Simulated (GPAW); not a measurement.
The O K edge of atom 3 in NbFeO4 (I-4m2), with 2 Fe at 2.02 Å and 1 Nb at 2.02 Å (distorted T-shaped, site symmetry 2mm), was computed in 2 ways: full core hole (charged cell) and no core hole. Program and functional: GPAW, LDA + U, Gaussian full width 0.9 eV up to 4 eV, rising linearly to 3.5 eV at 25 eV; cells of 6 and 12 atoms (the run without a hole in the smaller).

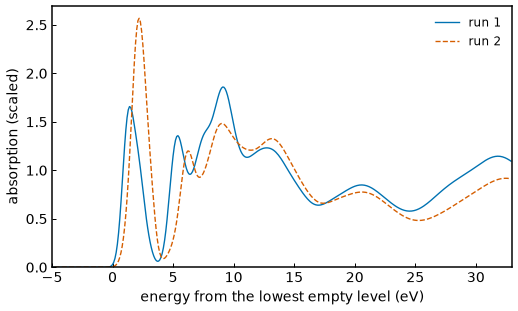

Each run is counted from its own lowest empty level or Fermi level and scaled to a mean of 1 over its first 20 eV.

**Question.** Which run is which?

Run 1: full core hole (charged cell) (area from −2 to 6 eV 4.7, main maxima 1.4 eV (1.66), 5.4 eV (1.36), 9.1 eV (1.86) and 12.7 eV (1.23)). Run 2: no core hole (area from −2 to 6 eV 5.1, main maxima 2.2 eV (2.57), 6.2 eV (1.20), 9.0 eV (1.48) and 13.2 eV (1.33)). With each curve scaled to its own mean, the area from −2 to 6 eV with the hole is 4.7 against 5.1, and the centre of weight from −1 to 20 eV moves by +0.1 eV (first and strongest maxima below 20 eV: 2.2 eV (2.57), 9.0 eV (1.48) and 13.2 eV (1.33) without the hole, 1.4 eV (1.66), 5.4 eV (1.36) and 9.1 eV (1.86) with it); the shape changes all the same, by 38 % r.m.s.

[Hosts, paths, dates, database ids (printed as entryN), source tags and the programs' standing remarks are cut or masked in the printed files.]

[Lists of maxima count a maximum above −3 eV only where it reaches 4 % of the highest in the window and stands out from its surroundings by 2 % of it (1.5 % where it reaches 55 %); shoulders and weaker maxima are passed over, and of the rest the first, up to two pre-edge ones and the few strongest are named.]
